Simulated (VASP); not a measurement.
Band structure of Sr$_{3}$Pt (space group Pm-3m). Calculation: PBE GGA, VASP's PBE PAW potentials (set 64) (plane waves; VASP 6.6.1).

Unless said otherwise, spin-orbit coupling is left out, though it shifts the bands of the heavy elements here.

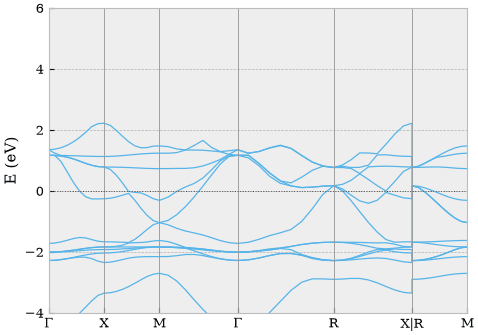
Figure. Bands along high-symmetry lines, zero at the valence-band maximum or, without a gap, the Fermi level

Problem. Read the plot: is there a gap, and where are the band edges?

Solution. It has no gap at this level: it comes out as a metal or semimetal.

The structure was generated: Sr3Pt was put into an ordered model structure, which need not be its known phase. The cell was not relaxed at this level.
